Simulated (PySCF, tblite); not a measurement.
# C6H9AlN2: geometry, infrared bands and NMR shifts

Wanted: the infrared bands and NMR shifts of C6H9AlN2 (`[H]/N=C\c1ccc[n+]([AlH3-])c1`), by calculation.

Programs: tblite 0.8.0 and PySCF 2.14.0, with density-fitted response routines of our own. Each step states its level of theory. These are calculated values for one molecule in the gas phase, unless marked as measured. Atoms count from 0, in the outputs and in this text.

## (1) The molecule as given

18 atoms, charge 0, multiplicity 1; geometry from: force field or distance geometry start.

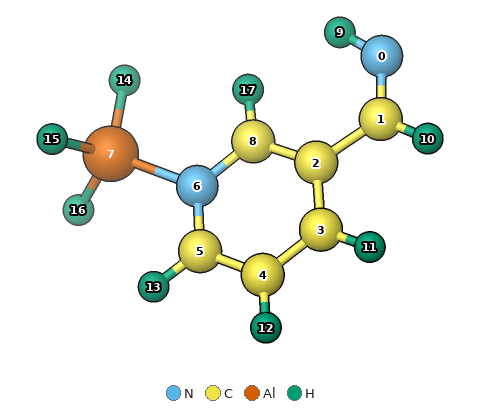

As it starts; nitrogen blue, carbon yellow, aluminium orange, hydrogen teal, atoms numbered.

## (2) Optimising the geometry with GFN2-xTB

The job: settings as JSON, then the geometry in Å.

```
{"job": {"kind": "relax", "xc": "GFN2-xTB", "basis": "xTB"}, "charge": 0, "multiplicity": 1}
N     -2.560400    -2.018100    -0.719900
C     -2.565800    -0.789000    -0.342600
C     -1.319200    -0.073200    -0.064100
C     -1.439200     1.252000     0.335800
C     -0.317500     2.016200     0.629500
C      0.931900     1.414200     0.466300
N      1.020100     0.131800     0.061300
Al     2.739800    -0.691100    -0.140000
C     -0.065700    -0.624700    -0.203200
H     -1.724000    -2.576200    -0.866100
H     -3.505700    -0.301400    -0.206600
H     -2.415400     1.701500     0.462400
H     -0.406300     3.058600     0.957900
H      1.833200     2.010900     0.681300
H      2.576300    -2.130300    -0.828500
H      3.409800    -0.911900     1.303700
H      3.738600     0.188600    -1.014600
H      0.061000    -1.651600    -0.524000
```

The run is started by

```bash
$ OMP_NUM_THREADS=1 python probes_run.py task.json out
```

The driver reads the jobs from task.json and runs them one after another.

Standard output:

```text
step      E/eV     max force
  0    -661.59801    3.638
  1    -661.81684    3.350
  2    -662.01126    1.161
  3    -662.13877    0.652
  4    -662.18230    0.514
  5    -662.20469    0.301
  6    -662.21632    0.239
  7    -662.22526    0.237
  8    -662.23243    0.169
  9    -662.23709    0.161
 10    -662.24146    0.180
 11    -662.24834    0.269
 12    -662.25794    0.292
 13    -662.26688    0.213
 14    -662.27224    0.157
 15    -662.27478    0.138
 16    -662.27602    0.110
 17    -662.27680    0.059
 18    -662.27725    0.051
 19    -662.27769    0.063
 20    -662.27831    0.072
 21    -662.27896    0.077
 22    -662.27945    0.051
 23    -662.27981    0.047
 24    -662.28022    0.057
 25    -662.28084    0.069
 26    -662.28162    0.077
 27    -662.28242    0.061
 28    -662.28313    0.056
 29    -662.28377    0.056
 30    -662.28434    0.050
 31    -662.28482    0.050
 32    -662.28515    0.041
 33    -662.28538    0.033
 34    -662.28558    0.032
 35    -662.28582    0.045
 36    -662.28619    0.057
 37    -662.28680    0.075
 38    -662.28770    0.098
 39    -662.28869    0.087
 40    -662.28949    0.063
 41    -662.29008    0.054
 42    -662.29061    0.066
 43    -662.29110    0.071
 44    -662.29145    0.050
 45    -662.29165    0.027
 46    -662.29179    0.029
 47    -662.29189    0.028
 48    -662.29196    0.023
 49    -662.29199    0.014
 50    -662.29203    0.013
 51    -662.29206    0.016
 52    -662.29209    0.014
 53    -662.29211    0.011
 54    -662.29214    0.015
 55    -662.29217    0.014
 56    -662.29221    0.015
 57    -662.29224    0.014
 58    -662.29227    0.016
 59    -662.29232    0.025
 60    -662.29240    0.028
 61    -662.29250    0.026
 62    -662.29258    0.019
 63    -662.29263    0.019
 64    -662.29268    0.022
 65    -662.29275    0.024
 66    -662.29283    0.021
 67    -662.29292    0.020
 68    -662.29299    0.020
 69    -662.29305    0.019
 70    -662.29311    0.021
 71    -662.29318    0.019
 72    -662.29327    0.023
 73    -662.29340    0.030
 74    -662.29358    0.035
 75    -662.29376    0.033
 76    -662.29390    0.023
 77    -662.29397    0.017
 78    -662.29401    0.016
 79    -662.29403    0.013
 80    -662.29405    0.011
 81    -662.29408    0.014
 82    -662.29410    0.010
 83    -662.29412    0.008
```

Wall time 0.5 s (1 thread of Arm Neoverse V2, shared host); peak memory 0.18 GiB.

Step by step: (not every step is listed)

```tsv
step	energy from step 0 (eV)	largest force (eV/Å)
0	0.0000	3.6382
1	-0.2188	3.3498
2	-0.4132	1.1609
3	-0.5408	0.6516
4	-0.5843	0.5142
5	-0.6067	0.3012
6	-0.6183	0.2386
7	-0.6273	0.2372
8	-0.6344	0.1686
15	-0.6768	0.1378
22	-0.6814	0.0515
29	-0.6858	0.0560
36	-0.6882	0.0569
43	-0.6931	0.0712
50	-0.6940	0.0132
57	-0.6942	0.0145
64	-0.6947	0.0217
71	-0.6952	0.0188
78	-0.6960	0.0158
79	-0.6960	0.0126
80	-0.6960	0.0114
81	-0.6961	0.0139
82	-0.6961	0.0102
83	-0.6961	0.0081
```

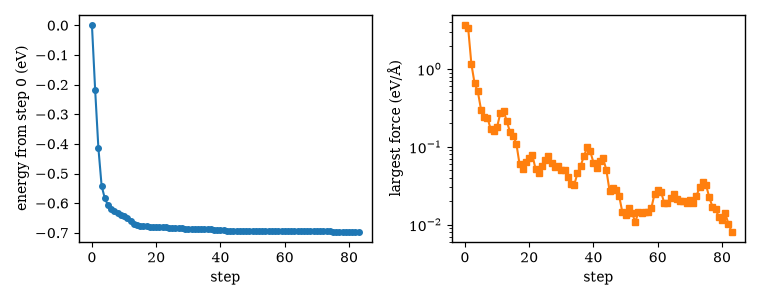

Energy and force, step by step.

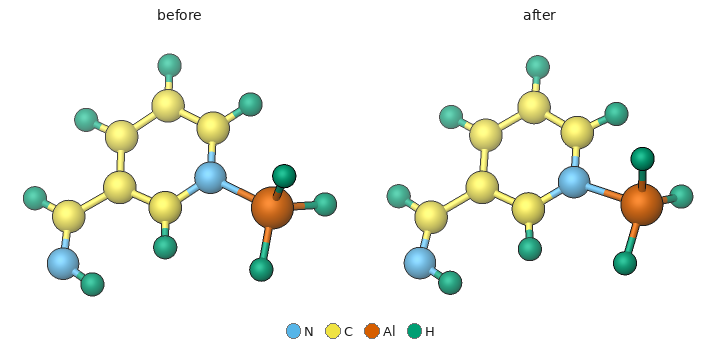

Before and after, at one scale.

Close pairs (by a distance rule), those that changed most:

```tsv
bond	before (Å)	after (Å)	change (Å)
N6–Al7	1.917	1.994	+0.077
N0–C1	1.286	1.254	-0.031
Al7–H14	1.604	1.573	-0.031
N6–C8	1.350	1.319	-0.031
Al7–H15	1.607	1.578	-0.029
C5–N6	1.348	1.323	-0.025
C1–H10	1.068	1.088	+0.020
C5–H13	1.102	1.083	-0.019
```

The final coordinates are the input of the step that follows.

## (3) Harmonic vibrations with GFN2-xTB

The job: settings as JSON, then the geometry in Å.

```
{"job": {"kind": "ir", "xc": "GFN2-xTB", "basis": "xTB"}, "charge": 0, "multiplicity": 1}
N     -2.722390    -2.019511    -0.730625
C     -2.581734    -0.828541    -0.363034
C     -1.341162    -0.079126    -0.093129
C     -1.397744     1.236890     0.370148
C     -0.222815     1.922346     0.635828
C      0.978943     1.269533     0.429198
N      1.034168     0.025485    -0.018171
Al     2.906367    -0.655977    -0.099178
C     -0.076667    -0.637944    -0.274323
H     -1.866342    -2.553848    -0.867924
H     -3.497876    -0.261901    -0.212896
H     -2.356970     1.711095     0.521066
H     -0.241860     2.938364     0.996279
H      1.945880     1.720827     0.614599
H      2.620630    -2.094570    -0.666511
H      3.234344    -0.489113     1.435467
H      3.501764     0.449279    -1.052378
H      0.074704    -1.646969    -0.636074
```

Standard output:

```text
mode    cm-1     km/mol
  1      33.7      0.06
  2      53.7      3.06
  3      78.3      3.70
  4     112.6      0.05
  5     186.5      2.11
  6     223.2      1.05
  7     277.7      1.13
  8     354.3      0.34
  9     399.4      0.82
 10     434.3      5.06
 11     447.0      9.44
 12     458.7     28.66
 13     587.4      5.43
 14     626.3      0.72
 15     674.1      0.71
 16     735.7     47.24
 17     751.5    518.85
 18     768.8    285.66
 19     778.8    629.24
 20     820.7      1.26
 21     832.9     43.87
 22     892.3      0.06
 23     910.6      0.09
 24     928.8      0.02
 25    1002.8     22.42
 26    1073.5     46.53
 27    1095.6      6.38
 28    1128.9     21.63
 29    1158.3     78.64
 30    1183.1     35.42
 31    1210.7     16.56
 32    1244.0      8.14
 33    1314.0      8.17
 34    1349.8     47.66
 35    1408.5      2.47
 36    1436.3      4.97
 37    1567.4     14.42
 38    1570.8     87.95
 39    1629.3    416.17
 40    1642.1    145.70
 41    1656.3    294.25
 42    1712.0    145.06
 43    2998.3     30.99
 44    3039.6      1.58
 45    3050.7      1.62
 46    3082.2      8.29
 47    3109.7      7.65
 48    3332.9      8.72
```

Wall time 0.57 s (1 thread of Arm Neoverse V2, shared host); peak memory 0.18 GiB.

Which atoms move in the most intense modes:

```tsv
cm⁻¹	km/mol	atoms
752	518.9	H15 40 %, H16 40 %, H14 12 %
769	285.7	H14 59 %, H15 22 %, H16 11 %
779	629.2	H16 41 %, H15 29 %, H14 21 %
1571	88.0	C5 25 %, C8 23 %, C4 19 %, C2 16 %
1629	416.2	H15 72 %, H16 23 %
1642	145.7	H16 73 %, H15 24 %
1656	294.2	H14 95 %
1712	145.1	C1 57 %, N0 39 %
```

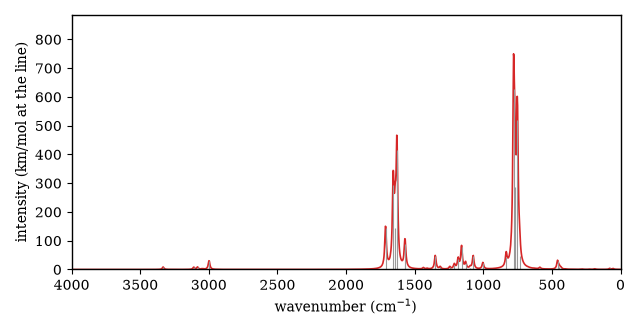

The infrared spectrum from these modes, unscaled. Lines are broadened to a width of 14 cm⁻¹ (Lorentzian).

## (4) Nuclear shieldings: PBE0/pcSseg-1

The job, as its differences from that of step 3:

```diff
@@ -1,2 +1,2 @@
-{"job": {"kind": "ir", "xc": "GFN2-xTB", "basis": "xTB"}, "charge": 0, "multiplicity": 1}
+{"job": {"kind": "nmr", "xc": "PBE0", "basis": "pcSseg-1"}, "charge": 0, "multiplicity": 1}
 N     -2.722390    -2.019511    -0.730625
```

Level: GIAO PBE0/pcSseg-1 NMR shielding, non-relativistic, gas phase.

Standard output:

```text
coarse grid: 15848 points
cycle   1  E = -585.2913529897  dE =  1.438e+00  |g| = 4.178e-01  |ddm| = 4.118e+00
cycle   2  E = -585.2414569993  dE =  4.990e-02  |g| = 6.552e-01  |ddm| = 1.487e+00
cycle   3  E = -585.3383232102  dE = -9.687e-02  |g| = 1.015e-01  |ddm| = 9.399e-01
cycle   4  E = -585.3403389582  dE = -2.016e-03  |g| = 4.438e-02  |ddm| = 1.225e-01
cycle   5  E = -585.3408036781  dE = -4.647e-04  |g| = 1.389e-02  |ddm| = 5.841e-02
cycle   6  E = -585.3408512203  dE = -4.754e-05  |g| = 5.921e-03  |ddm| = 1.964e-02
cycle   7  E = -585.3408591099  dE = -7.890e-06  |g| = 1.256e-03  |ddm| = 5.190e-03
final grid: 149472 points
cycle   8  E = -585.3886711627  dE = -3.640e-05  |g| = 6.970e-03  |ddm| = 5.002e-02
cycle   9  E = -585.3886655124  dE =  5.650e-06  |g| = 8.888e-03  |ddm| = 1.663e-02
cycle  10  E = -585.3886822373  dE = -1.672e-05  |g| = 1.885e-03  |ddm| = 8.637e-03
cycle  11  E = -585.3886830852  dE = -8.480e-07  |g| = 3.704e-04  |ddm| = 2.081e-03
cycle  12  E = -585.3886831155  dE = -3.028e-08  |g| = 1.550e-04  |ddm| = 5.434e-04
cycle  13  E = -585.3886831205  dE = -5.007e-09  |g| = 3.923e-05  |ddm| = 1.549e-04
cycle  14  E = -585.3886831208  dE = -2.503e-10  |g| = 1.848e-05  |ddm| = 5.315e-05
converged SCF energy = -585.3886831208

GIAO shielding tensors (ppm)
atom      isotropic    diamagn.    paramagn.     s11        s22        s33       span
  0 N      -93.860     325.167    -419.027   -441.752   -108.870    269.042    710.794
  1 C       19.741     244.374    -224.633    -88.234     36.313    111.142    199.376
  2 C       53.151     266.540    -213.389    -45.114     30.764    173.803    218.917
  3 C       39.589     252.035    -212.446    -63.341      5.535    176.572    239.913
  4 C       56.335     257.590    -201.256    -54.210     43.886    179.328    233.538
  5 C       29.056     252.907    -223.851    -73.323      8.054    152.435    225.758
  6 N      -19.049     330.320    -349.369   -198.696   -143.220    284.768    483.463
  7 Al     415.262     795.534    -380.272    387.271    416.307    442.208     54.937
  8 C       38.554     250.460    -211.905    -59.016     13.909    160.769    219.785
  9 H       19.112      36.687     -17.575      9.080     21.688     26.568     17.488
 10 H       23.116      27.537      -4.421     19.962     22.831     26.553      6.592
 11 H       23.677      32.475      -8.799     21.033     23.118     26.880      5.847
 12 H       23.864      30.291      -6.427     20.877     23.791     26.924      6.047
 13 H       22.355      30.854      -8.498     17.222     21.355     28.489     11.266
 14 H       27.223      30.264      -3.041     23.245     27.217     31.207      7.962
 15 H       27.099      29.927      -2.828     23.867     26.406     31.024      7.157
 16 H       27.022      29.923      -2.902     23.752     26.458     30.855      7.104
 17 H       22.410      34.565     -12.155     16.942     22.186     28.102     11.160
```

Run time: 39 s. Hardware: 1 thread of Arm Neoverse V2, shared host; peak memory 0.93 GiB.

The references, computed at this level on geometries of the same kind, shield at (ppm): 1H TMS 31.72, 13C TMS 186.9, 15N NH3 267.7, 27Al AlH4- 490.0. Their shielding less the atom's gives the shift. The references are single molecules in the gas phase, so shifts against H2O, NH3, PH3, H3PO4 or CFCl3 are not on the usual liquid scales and can be off by tens of ppm. Shifts against hydride references such as AlH4− lie on their own scale. Atoms listed in one row are averaged.

```tsv
atoms	environment	σ (ppm)	δ (ppm)
C1	C=N carbon	19.7	167.2
C5	aromatic CH next to a ring nitrogen	29.1	157.9
C8	aromatic CH next to a ring nitrogen	38.6	148.4
C3	aromatic CH	39.6	147.3
C2	substituted aromatic carbon	53.2	133.8
C4	aromatic CH	56.3	130.6
H9	hydrogen on an imine nitrogen	19.11	12.61
H13	hydrogen on an aromatic CH next to a ring nitrogen	22.36	9.36
H17	hydrogen on an aromatic CH next to a ring nitrogen	22.41	9.31
H10	hydrogen on a C=N carbon	23.12	8.60
H11	hydrogen on an aromatic CH	23.68	8.04
H12	hydrogen on an aromatic CH	23.86	7.85
H14, H15, H16	hydrogen on an aluminium bonded to N	27.11	4.60
N0	imine nitrogen	-93.9	361.6
N6	donor nitrogen of a Lewis adduct	-19.0	286.8
Al7	aluminium bonded to N, 3 H	415.3	74.7
```

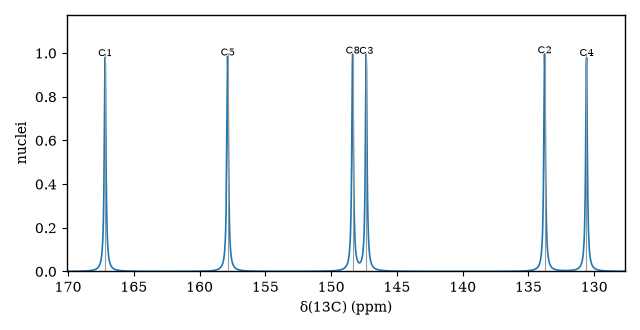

13C lines at the computed shifts, without couplings. Lines are broadened to a width of 0.15 ppm (Lorentzian).

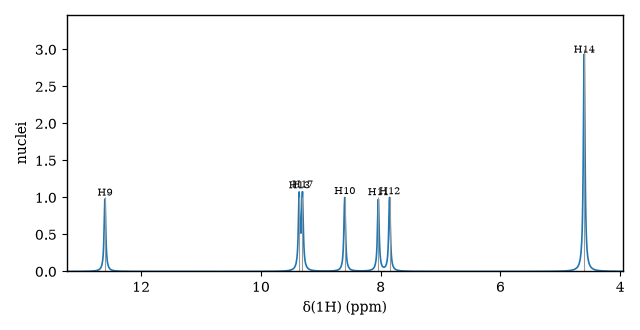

1H lines at the computed shifts, without couplings. Lines are broadened to a width of 0.03 ppm (Lorentzian).

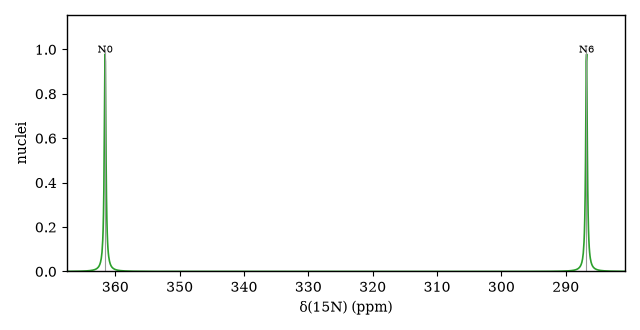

15N lines at the computed shifts, without couplings. Lines are broadened to a width of 0.30 ppm (Lorentzian).

Charges from the same density, by scheme (e):

```tsv
atoms	Mulliken	IAO	Hirshfeld	ESP fit
N0	-0.32	-0.40	-0.21	-0.75
C1	0.18	0.04	0.05	0.42
C2	-0.43	-0.05	0.00	-0.26
C3	0.08	-0.10	0.00	-0.02
C4	-0.16	-0.16	-0.03	-0.25
C5	0.30	0.03	0.07	0.23
N6	-0.69	-0.20	-0.05	-0.34
Al7	0.69	0.44	0.27	0.72
C8	0.44	0.02	0.06	0.32
```

Mulliken charges:

N0 -0.32; C1 0.18; C2 -0.43; C3 0.08; C4 -0.16; C5 0.30; N6 -0.69; Al7 0.69; C8 0.44; H9 0.17; H10 0.10; H11 0.10; H12 0.12; H13 0.16; H14 -0.31; H15 -0.27; H16 -0.28; H17 0.11

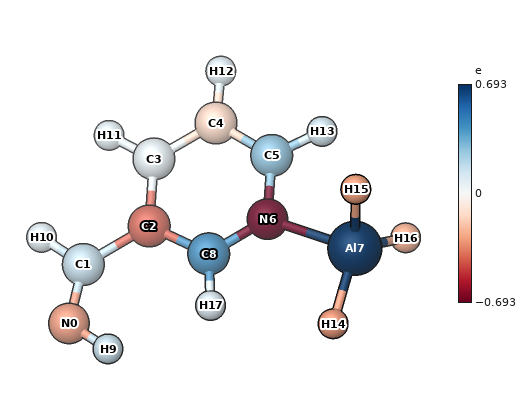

Mulliken charges, as colours on the atoms.

Mayer bond orders: N0–C1 2.06, C1–C2 1.00, C2–C3 1.36, C3–C4 1.42, C4–C5 1.44, C5–N6 1.27, N6–Al7 0.34, N6–C8 1.32, C8–C2 1.33.

Ring of atoms C2, C3, C4, C5, N6, C8: NICS(0) -7.2, NICS(1) -10.7, NICS(1)zz -26.3 ppm (means of both faces).

Orbitals, density, ELF and potential are computed afterwards from the orbital file.

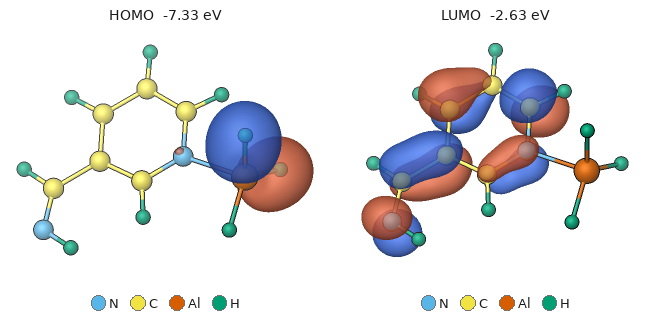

Frontier orbitals at PBE0/pcSseg-1; each surface holds 70 % of the orbital's density, blue and red mark the sign.

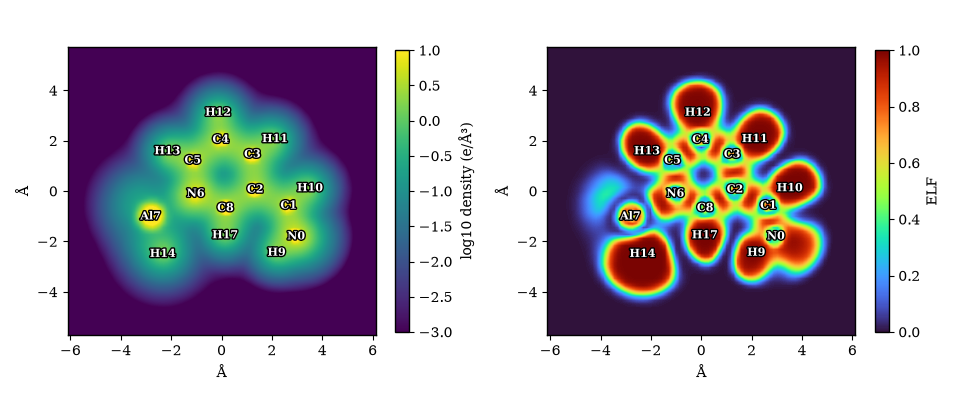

Density (left) and ELF (right) in a plane through or near 16 of the atoms.

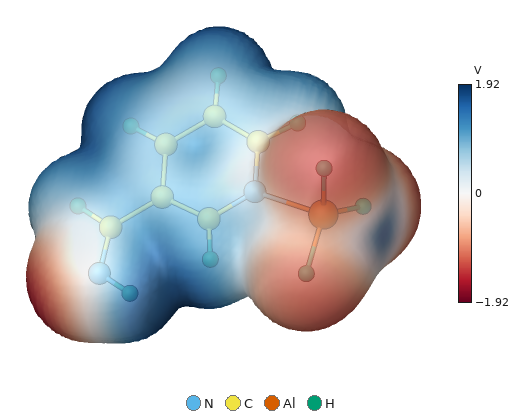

Electrostatic potential on the surface of density 0.002 e/bohr³; red is low, blue high. It runs from -1.43 V near N0 to 1.92 V near H9.

## (5) Results

```
                                                              quantity                                          value
                             strongest single infrared mode (GFN2-xTB)                           779 cm⁻¹, 629 km/mol
                                          zero-point energy (GFN2-xTB)                                  79.1 kcal/mol
                                13C shifts against TMS (PBE0/pcSseg-1)   167.2, 157.9, 148.4, 147.3, 133.8, 130.6 ppm
1H shifts against TMS (PBE0/pcSseg-1, means over atoms taken as alike)  12.61, 9.36, 9.31, 8.60, 8.04, 7.85, 4.60 ppm
                                15N shifts against NH3 (PBE0/pcSseg-1)                               361.6, 286.8 ppm
                             27Al shifts against AlH4- (PBE0/pcSseg-1)                                       74.7 ppm
                                 surface potential, least and greatest                             -1.43 V and 1.92 V
```

**Reading.** Relaxing lowered the energy by 0.696 eV in 83 steps; the close pair that moved most is N6–Al7, from 1.917 to 1.994 Å. All 48 modes are real, so the xTB geometry is a minimum. The strongest single mode, at 779 cm⁻¹, is spread over several atoms, H16, H15, H14 among them. GFN2-xTB is a fitted tight-binding method: band positions and strengths are rough. Its intensities can rank the bands wrongly. At PBE0/pcSseg-1: The widest tensor belongs to N0: span 711 ppm, with a paramagnetic part of -419 ppm. NICS(1)zz of -26 ppm above the planar ring from C2 marks a diatropic (aromatic) ring current. At PBE0/pcSseg-1, counted by nearest atom on the grid, the HOMO lies on H15, H16 about 42 % each; Al7 9 %, the LUMO on C5 20 %; C2, C3 about 15 % each.
